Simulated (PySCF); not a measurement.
# B2BrCl2HN, doublet, SMILES `Cl[B]NB(Cl)Br`: electronic structure

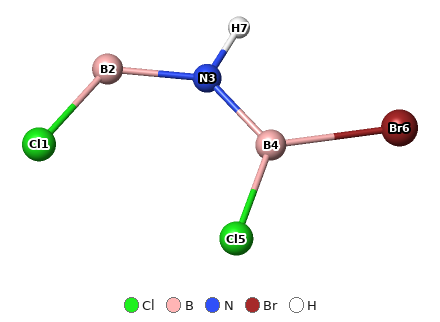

The molecule, with its atoms numbered as below. No frequency check shows the geometry to be a minimum.

Coordinates in Å:

```
Cl1      3.1114   -0.1616    0.0000
B2       1.9740   -1.4047    0.0000
N3       0.5630   -1.1790    0.0000
B4      -0.2177    0.0073    0.0000
Cl5      0.4652    1.5845    0.0000
Br6     -2.1008   -0.1978    0.0000
H7       0.0040   -2.0257    0.0000
```

Part 1: Bonding charge

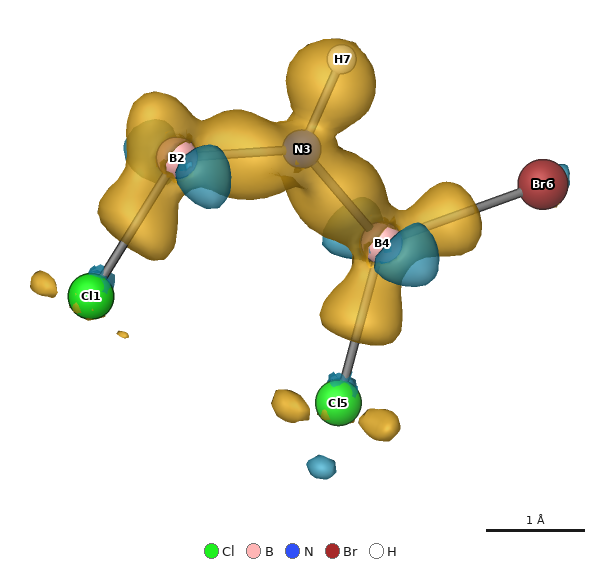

Deformation density (molecule less spherical, spin-averaged free atoms at the same positions), surfaces at ±0.11 e/Å³; yellow: gain, teal: loss.

Computed with PySCF, B3LYP/def2-SVP, geometry: GFN2-xTB. The stability of the open-shell solution wasn't checked. GFN2-xTB doesn't know the spin state, so this open-shell geometry is rough.

> Describe the bonding that the map shows.

N3–H7: +0.79 e/Å³ at the bond critical point (bond length 1.01 Å, Mayer order 0.9). N3–B4: +0.41 e/Å³ at the bond critical point (bond length 1.42 Å, Mayer order 1.3). B2–N3: +0.37 e/Å³ at the bond critical point (bond length 1.43 Å, Mayer order 1.3). B4–Cl5: +0.25 e/Å³ at the bond critical point (bond length 1.72 Å, Mayer order 1.4). Cl1–B2: +0.25 e/Å³ at the bond critical point (bond length 1.69 Å, Mayer order 1.4). B4–Br6: +0.23 e/Å³ at the bond critical point (bond length 1.89 Å, Mayer order 1.2). In all, 1.5 electrons gather in the regions of gain relative to the promolecule.

> Where do the Hirshfeld charges lie?

The highest Hirshfeld charge is on B4 (+0.15 e), the lowest on N3 (−0.23 e).

Part 2: Bond critical points

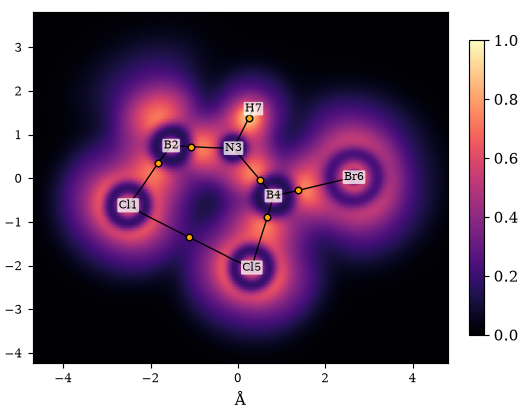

Localised orbital locator (LOL) in the molecular plane, with bond paths and bond critical points (dots).

> Rank the bonds in the plane by LOL at their critical points.

N3–H7: about 0.90; B4–Br6: about 0.58; B4–Cl5: about 0.45; Cl1–B2: about 0.42; N3–B4: about 0.39; B2–N3: about 0.37; Cl1–Cl5: about 0.21. Values above 0.5 mark slow, localised electrons, as in shared pairs; low values at a critical point mark a polar or closed-shell contact whose critical point lies between the shells.

> Where along N3–H7 does the critical point lie?

0.78 Å from N3 and 0.24 Å from H7.

Part 3: Electrostatic potential

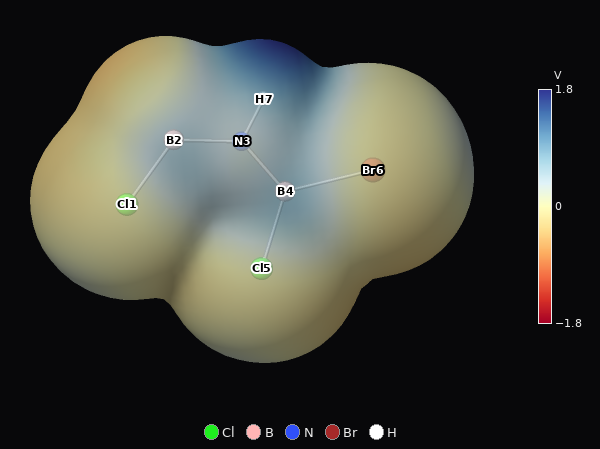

Electrostatic potential on the surface of electron density 0.001 a.u.

> Where are the extremes of the potential on the surface?

Highest: 1.75 V, 1.2 Å from H7. Further maxima include 0.81 V, off the molecular plane, over B4 (1.9 Å), and at like points elsewhere; 0.63 V, off the molecular plane, over B2 (1.9 Å), and at like points elsewhere. Lowest: −0.47 V, 2.2 Å from B2. Further minima include −0.38 V, 2.2 Å from Br6; −0.21 V, near Cl5 (2.13 Å) and Cl1 (2.20 Å), and at like points elsewhere. The surface is sampled at points, so like sites can differ by a few per cent and only the strongest of them is named.

> What volume does the surface enclose, and what is the dipole moment?

About 142 Å³; the dipole moment is 0.9 D.

Part 4: Spin density

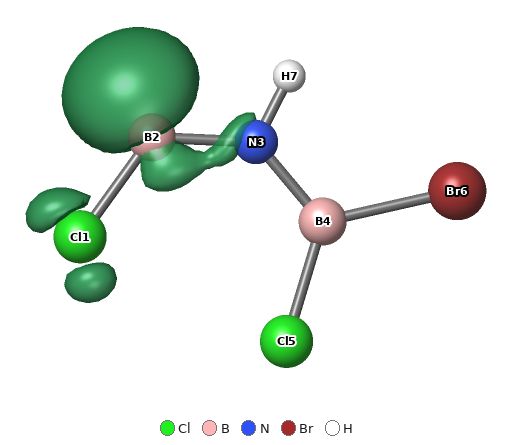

Spin density ρα − ρβ at ±0.05 e/Å³ (green: excess α, purple: excess β).

> Give the atomic spin populations that go with this picture.

Hirshfeld spin populations: B2 +0.78, Cl1 +0.13 and N3 +0.06. ⟨S²⟩ = 0.75, as for a pure state.

Part 5: In an electric field

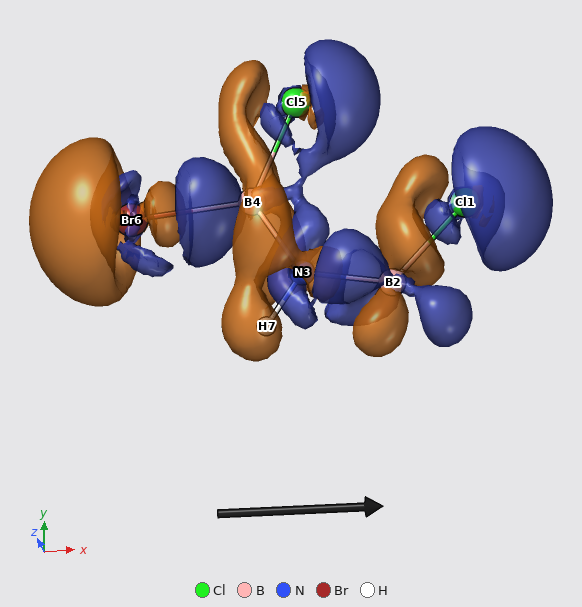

Change of the electron density in a uniform field of 0.10 V/Å along +x (arrow), surfaces at ±0.0008 e/Å³ (orange: gain, blue: loss).

Level of theory: HF/def2-SVP (PySCF), at a geometry from GFN2-xTB. A basis without diffuse functions makes polarisabilities too small. The stability of the open-shell solution wasn't checked. GFN2-xTB doesn't know the spin state, so this open-shell geometry is rough.

> What dipole is induced, and what polarisability does it imply?

The induced dipole is 0.38 D (along the field); α along this axis, from the fields in both directions, is 75 bohr³ (11.1 Å³).

> Which atoms gain and lose the most charge?

Electrons gather most on Br6 (Hirshfeld charge changes by −0.011 e) and leave Cl1 most (+0.007 e); 0.030 electrons are displaced in all.

The PySCF runs shown took 35 s and 9.1 s on 1 thread of Intel(R) Xeon(R) Processor @ 2.70GHz, on a shared host.
